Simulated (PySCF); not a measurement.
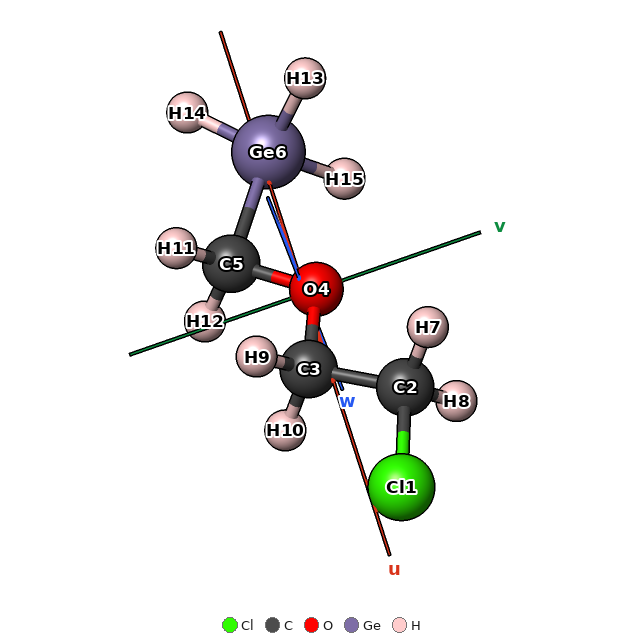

The lines u, v and w are the principal axes of the static dipole polarisability. Computed geometry: GFN2-xTB optimisation. No frequency run is at hand to confirm it as a minimum. Method: PBE0/def2-SVPD (PySCF 2.14.0).

**Along which axis is the molecule most polarisable, and along which least?**

Most along u (close to the long direction Cl1···Ge6), least along w.

**Give the three principal values.**

u 113.5, v 78.8, w 73.4 bohr³; mean 88.6, anisotropy 37.7 bohr³.

The geometry is semi-empirical. Around Ge such bond lengths and angles can be off by a tenth of an ångström or more and by several degrees, and values that hang on the shape move with them.
